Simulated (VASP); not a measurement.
Band structure of NaCl (rock salt). All values below come from revTPSS meta-GGA, VASP's PBE PAW potentials (set 64) (plane waves; VASP).

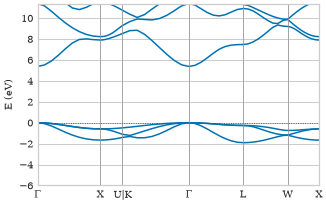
*Bands along high-symmetry lines, zero at the valence-band maximum or, without a gap, the Fermi level*

Q: Read the plot: is there a gap, and where are the band edges?

A: The gap is direct, 5.37 eV, from the valence maximum at Γ to the conduction minimum at Γ.

Measured: gap 8.97 eV (computed value off by -3.60 eV), as given by Wei Chen et al., Physical Review Materials (2018), doi:10.1103/physrevmaterials.2.073803.

The compound is NaCl in the rock salt structure. It was relaxed first.
